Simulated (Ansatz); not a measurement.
## Electronic structure of In2N (doublet) in real space

The calculation's input:

```
crystal:
  periodic: [false, false, false]
  atoms:
    - {symbol: In, position_ang: [-0.405409, -1.924858, 0.283732]}
    - {symbol: In, position_ang: [0.400114, 1.926179, -0.282270]}
    - {symbol: N, position_ang: [0.005305, -0.001321, -0.001462]}
basis:
  gaussian: {orbitals: def2-TZVP, initial_orbitals: start.molden}
magnetization: {spin_polarized: true, initial_magnetization: 1}
hamiltonian: {xc: pbe0, dispersion: d4}
scf: {omitted_lower_state_checks: [starts]}
output: {orbitals: {seedname: orbitals}}
```

Launched as:

```sh
ansatz run in.yaml --threads 4 --pin off --events-out ev --progress --plain --max-ram 3916MiB
```

Geometry: PBE-D4/def2-TZVP; core potentials replace the inner electrons of In.

These are results of UKS PBE0-D4/def2-TZVP in Ansatz, not measurements.

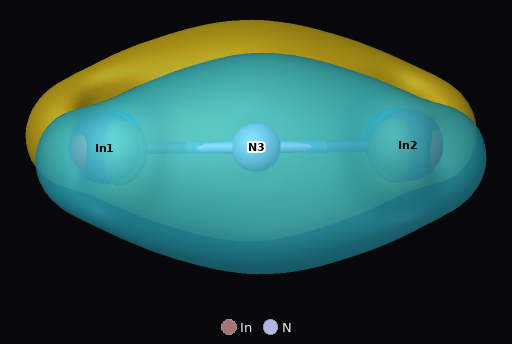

Figure 1. The HOMO (β) at ±0.06 Å⁻³ᐟ² (yellow and cyan are the two phases), seen from one side.

### Describe this orbital and give its energy.

By Hirshfeld shares it lies mainly on N3 (about 65 %), In1 (about 15 %) and In2 (about 15 %); it vanishes on the molecular axis (π type); it is ungerade (odd under inversion); largely a lone pair of N3. It is one of a degenerate set, so its orientation is arbitrary. Its energy is −5.93 eV.

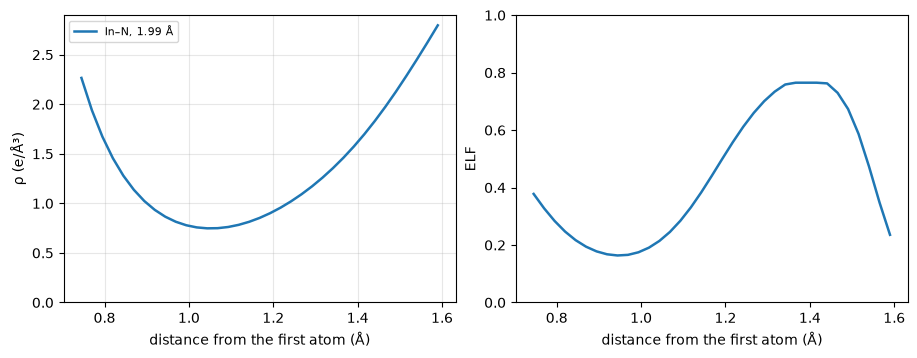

Figure 2. Electron density and ELF along straight lines between neighbouring atoms. The curves leave out the atomic cores.

### What can be read from the curves?

In–N (1.99 Å): ρ is about 0.78 e/Å³ halfway; the ELF peaks at about 0.75 in the valence shell of N, 0.6 Å from its nucleus, and drops to about 0.15 between the two atoms.

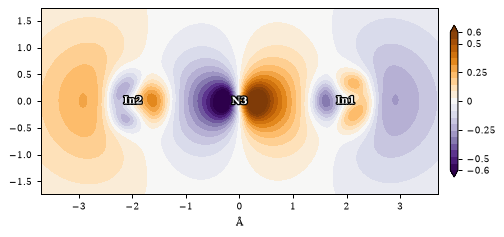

Figure 3. One frontier orbital on a plane that holds the molecular axis (values in Å⁻³ᐟ²; the overall sign is arbitrary).

### Which orbital is it: HOMO (β) or LUMO (β)?

The LUMO (β), at −3.40 eV. By Hirshfeld shares it lies mainly on In1 (about 35 %), In2 (about 35 %) and N3 (about 30 %); it is of σ type; it is ungerade (odd under inversion).
